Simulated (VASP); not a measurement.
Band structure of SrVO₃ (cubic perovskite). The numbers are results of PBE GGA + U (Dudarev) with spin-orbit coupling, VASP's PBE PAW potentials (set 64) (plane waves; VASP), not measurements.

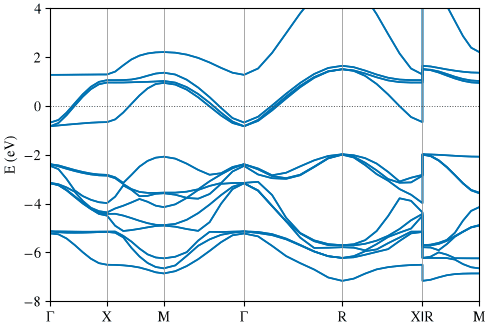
Bands along high-symmetry lines, zero at the valence-band maximum or, without a gap, the Fermi level

**Question.** Read the plot: is there a gap, and where are the band edges?

**Answer.** It has no gap at this level: it comes out as a metal or semimetal.

The compound is SrVO3 in the cubic perovskite structure. It was relaxed first. A gapless solution with U can be a metastable orbital state.
